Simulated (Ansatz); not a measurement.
One crystal and one scan (frozen-phonon scan) at two levels, PBE (plane waves to 420 eV, PAW, scalar-relativistic; Ansatz, a quantum-chemistry and plane-wave program) and r2SCAN (plane waves to 500 eV, PAW, scalar-relativistic; Ansatz), each from its own relaxed cell and on its own mesh. The cell shown is that of PBE.

AlN (zinc blende)

```
CELL_PARAMETERS angstrom
      0.00000     4.40321     4.40321
      2.20161     2.20161     4.40321
      2.20161     2.20161     0.00000
ATOMIC_POSITIONS crystal
  N  0.00000 0.75000 0.75000
  N  0.50000 0.75000 0.75000
  Al 0.00000 0.00000 0.00000
  Al 0.50000 0.00000 0.00000
```

A phonon eigenvector at X = (0.5, 0.5, 0.0) is frozen into this cell: atom i moves by Q times the vector below, so Q is the largest atomic displacement, in Å. The cell is held. (q is in reciprocal vectors of the primitive cell; the cell shown is doubled to hold the pattern.)

| atom | x | y | z |
|---|---|---|---|
| N1 | 0.000 | 0.000 | 1.000 |
| N2 | 0.000 | 0.000 | -1.000 |

Atoms not listed stay in place.

AlN was relaxed with its symmetry unable to fall. Percentages come from the unrounded values. Both scans cover Q from -0.180 to 0.180 Å.

```tsv
quantity	PBE	r2SCAN	PBE − r2SCAN
Lattice constant a (Å)	4.403	4.370	+0.033 (+0.8 %)
Energy at Q = 0.180 Å (meV/cell)	797	875	-78 (-8.9 %)
Harmonic wavenumber from the curvature (finite differences) (cm⁻¹ (negative: imaginary))	695	728	-33 (-4.6 %)
```

PBE gives the higher value for: lattice constant a. PBE gives the lower value for: energy at Q = 0.180 Å; harmonic wavenumber from the curvature. Both give the same space group of the distorted cell: P-4m2 (No. 115), lowered from F-43m. Neither level is exact: the differences show how much the result hangs on the functional.

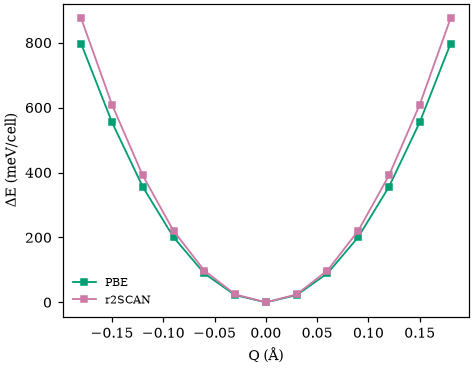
ΔE, each from the undisplaced structure of its own level.

(For displaced atoms, the force is minus the slope of the energy, and its curvature is a force constant, which sets phonon frequencies.)
